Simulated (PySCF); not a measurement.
**H3ISi, SMILES `I[SiH3]`: what the electrons do**

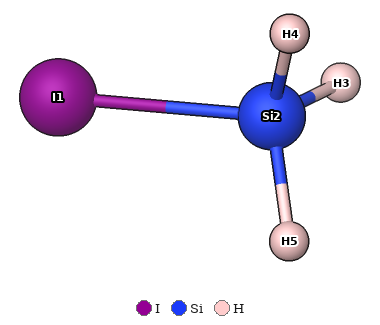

The molecule, with its atoms numbered as below. No frequency check shows the geometry to be a minimum.

Coordinates in Å:

```
I1       0.6150    0.0000    0.0000
Si2     -1.8467    0.0000    0.0000
H3      -2.2474   -1.3807   -0.2086
H4      -2.2474    0.5097    1.2999
H5      -2.2474    0.8709   -1.0914
```

## 1. Bonding charge

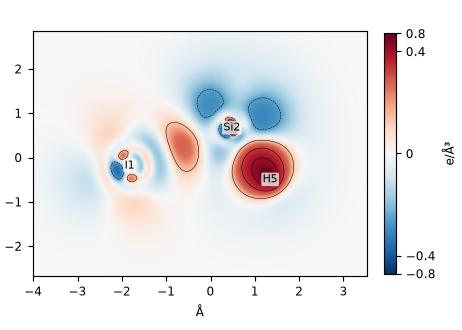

Deformation density (molecule less spherical, spin-averaged free atoms) in the plane of I1, Si2 and H5; colour scale in e/Å³, logarithmic beyond ±0.1; red: gain, blue: loss.

Computed with PySCF, PBE/def2-TZVP, geometry: GFN2-xTB. Core potentials replace the inner electrons of I; spin–orbit coupling isn't included.

**Describe the bonding that the map shows.**

Si2–H5: +0.24 e/Å³ at the bond critical point (bond length 1.45 Å, Mayer order 0.9). I1–Si2: +0.06 e/Å³ at the bond critical point (bond length 2.46 Å, Mayer order 1.2). In all, 1.1 electrons gather in the regions of gain relative to the promolecule. A small or negative value marks a very polar bond, one between electron-rich atoms, whose free-atom densities already overlap strongly, a long bond to a heavier atom, or a closed-shell contact such as a hydrogen bond.

**Where do the Hirshfeld charges lie?**

The highest Hirshfeld charge is on Si2 (+0.27 e), the lowest on I1 (−0.09 e).

```
atom  charge (e)
  I1       −0.09
 Si2       +0.27
  H3       −0.06
  H4       −0.06
  H5       −0.06
```

## 2. Local ionisation energy

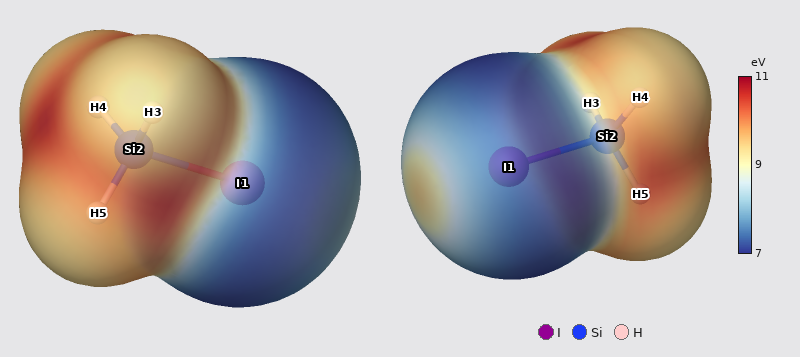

Average local ionisation energy on the surface of electron density 0.001 a.u. (back view left, front view right).

**Locate the minima of the map.**

The lowest value is 7.1 eV, 2.5 Å from I1, and at like points elsewhere. Further minima include 9.3 eV, 1.5 Å from H3, and at like points elsewhere. For comparison, the highest occupied orbital lies at −6.5 eV.

## 3. In an electric field

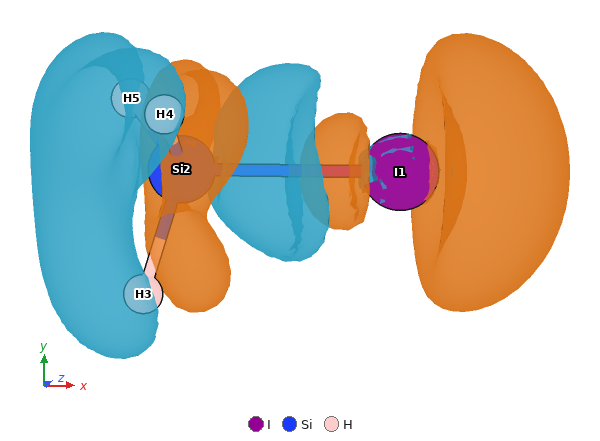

Change of the electron density in a uniform field of 0.21 V/Å, surfaces at ±0.0015 e/Å³ (light blue: gain, orange: loss).

Method: PBE/def2-TZVP; geometry: GFN2-xTB; program: PySCF. Core potentials replace the inner electrons of I; spin–orbit coupling isn't included. A basis without diffuse functions makes polarisabilities too small.

**Along which Cartesian direction does the field point?**

Along +x: electrons gather on the −x side, against the field.

**How large is the response?**

The induced dipole is 0.79 D (along the field); α along this axis, from the fields in both directions, is 78 bohr³ (11.5 Å³).

**Which atoms gain and lose the most charge?**

Electrons gather most on Si2 (Hirshfeld charge changes by −0.016 e) and leave I1 most (+0.034 e); 0.056 electrons are displaced in all.
